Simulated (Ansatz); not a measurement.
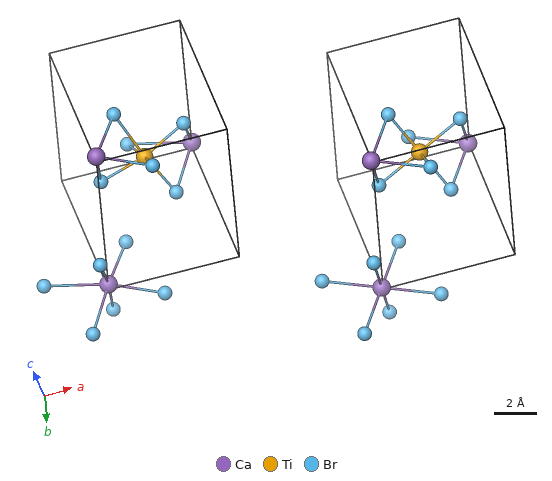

Two geometries of crystalline CaTiBr$_{6}$ (built on the KCrF6-148 type type), drawn at one scale. One is the start of a relaxation, the other its converged end. Style: ball-and-stick. Shown: the cell of the calculation, from a free direction.

The calculation used DFT, PBEsol, plane waves, PAW in Ansatz 0.2.0. Settings: plane-wave cutoff 420 eV; k-point mesh 4 × 4 × 4; occupations fermi dirac; smearing width 0.05 eV; no spin polarisation; cell and atoms relaxed; force threshold 0.01 eV/Å; at most 120 steps.

Question: Which of the two is the end point?

Answer: The right one is the relaxed one. Case: shaken. The energy falls by 67.1 meV per atom in 5 accepted moves (6 points after the start). Largest force component: 1.2 eV/Å at the start, 0.0021 eV/Å at the end. The pressure goes from 2.05 to 0.00 GPa. The SCF was repeated once at an unchanged geometry on a basis and grid sized afresh for the cell, which shifted the energy by less than 0.05 meV per atom at most. The atom that moves furthest relative to the cell is a Br atom (0.36 Å along [3 1 3]). By element the largest moves are Br 0.36 Å, Ca 0.20 Å, Ti 0.17 Å. The drawn cell changes as follows: a 7.040 → 7.101 Å (+0.9 %), b 7.171 → 7.101 Å (−1.0 %), c 7.068 → 7.099 Å (+0.4 %), β 111.1° → 109.9°, γ 109.3° → 109.9°; the volume changes by +1.1 %. Near-neighbour distances that change, for instance: Br–Br 3.139 → 3.554 Å, Br–Ca 3.107 → 2.872 Å, Br–Ti 2.685 → 2.506 Å, Br–Ca 2.711 → 2.872 Å. Bond angles that change, for instance: Br–Ti–Br 102.8° → 90.3°, Br–Ti–Br 167.9° → 180.0°, Br–Ti–Br 101.3° → 90.4°. The space group (tolerance 0.01 Å) goes from P1 (No. 1) to R-3 (No. 148).
